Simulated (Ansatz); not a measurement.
Consider ZnSiP$_{2}$ in the chalcopyrite structure (space group I-42d, No. 122; a = 5.378 Å, c = 10.466 Å). Axes: x, y, z lie along a, b, c of the conventional cell.

It is then changed as follows: the cell is stretched by 5.37 % along x with no lateral relaxation, atoms relaxed at fixed cell.

The values are results of Kohn–Sham DFT with the r2SCAN functional, run in Ansatz (a first-principles code) with PAW and 500 eV plane waves, no spin-orbit coupling, not measurements.

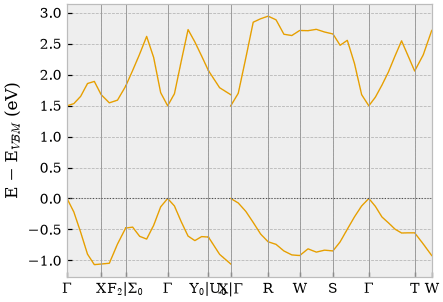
Fig. 1. Highest valence and lowest conduction band along the path of the changed cell's own zone

**Question.** Read the changed gap and its character from the plot.

**Answer.** About 1.5 eV, direct at Γ.

The cells carry an imposed strain or load. Stability against distortions was not tested. k-point labels follow each cell's own Brillouin zone.
